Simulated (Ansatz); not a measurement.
## Polymorphs of TiTe2

21 relaxations of TiTe2 ended in 10 distinct structures. Computed with r2SCAN (plane waves to 500 eV, PAW, scalar-relativistic; Ansatz, an electronic-structure program).

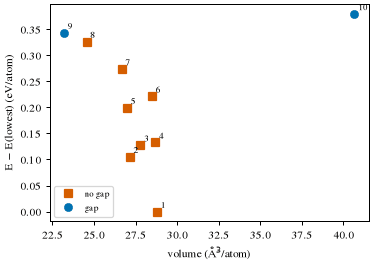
*Energy against volume of the distinct structures, numbered as in the table*

| # | space group | Pearson | type | E − E(lowest) (eV/atom) | V (Å³/atom) | gap (eV, no SOC) | coordination | runs ending here |
|---|---|---|---|---|---|---|---|---|
| 1 | P-3m1 | hP3 | CdI2 type | 0.00 | 28.79 | 0.00 | Ti 6 (octahedral), Te 3 (trigonal pyramidal) | 4 |
| 2 | Pnnm | oP6 | AFLOW prototype AB2_oP6_58_a_g (as in Fe2C) | 0.11 | 27.15 | 0.00 | – | 3 |
| 3 | P-31m | hP9 | AFLOW prototype AB2_hP9_162_ad_k (as in V2N) | 0.13 | 27.79 | 0.00 | – | 1 |
| 4 | P4₂/mnm | tP6 | rutile type | 0.13 | 28.66 | 0.00 | Ti 6 (octahedral), Te 3 | 1 |
| 5 | P2₁/c | mP12 | AFLOW prototype A2B_mP12_14_2e_e (C43, as in ZrO2) | 0.20 | 26.99 | 0.00 | – | 2 |
| 6 | I4₁/amd | tI12 | anatase type | 0.22 | 28.50 | 0.00 | Ti 6 (octahedral), Te 3 | 3 |
| 7 | Pa-3 | cP12 | – | 0.27 | 26.67 | 0.00 | – | 2 |
| 8 | Pnma | oP12 | AFLOW prototype A2B_oP12_62_2c_c (C23, as in PbCl2) | 0.33 | 24.57 | 0.00 | – | 2 |
| 9 | P-62m | hP9 | – | 0.34 | 23.21 | 0.02 | – | 2 |
| 10 | C222₁ | oS24 | – | 0.38 | 40.67 | 0.55 | – | 1 |

Coordination numbers (neighbours up to the widest gap in distance over summed covalent radii, below 1.35; n+m marks a second, longer set; metal–metal contacts left out). P-3m1, hP3, CdI2 type is the lowest among the structures calculated here.

TiTe$_{2}$ is taken in the trigonal space group P-3m1 (No. 164), the CdI2 type structure, Pearson symbol hP3. Cell: a = b = 3.801 Å, c = 6.901 Å, α = β = 90.00°, γ = 120.00°. Ti on 1a is surrounded by 6 Te at 2.775 Å (octahedral). Te on 2d has 3 Ti at 2.775 Å (trigonal pyramidal). (Neighbours: up to the widest gap in distance over summed covalent radii, below 1.35, at either atom; cation-cation and far metal-metal contacts left out.)

Probably no minimum, since a slightly shaken restart fell lower: P4₂/mnm, tP6, rutile type (by 0.03 eV/atom, to Pnnm). 1 run with a doubtful electronic state, a coarser numerical grid, an end not at rest or a source that can't be used is left out. 4 generated cells of layers, chains or molecules, poorly bound without dispersion, are left out. Each run could gain symmetry but not lose that of its start, so entries can be saddle points. From databases, or of a type measured for this composition: P-3m1, hP3, CdI2 type; the others are generated cells (placed on structure types, drawn at random, substituted or restacked) that were not matched to a known phase here. Static energies at zero pressure. The runs use different k-meshes, so differences are rounded accordingly. No spin polarisation in the result. No dispersion correction is included, so spacings between layers, chains or molecules are soft and tend to come out too large. Spin-orbit coupling is missing; with elements this heavy it can move band edges by tenths of an eV or more. Gaps of cells over 8 atoms come from the SCF mesh and high-symmetry points alone.
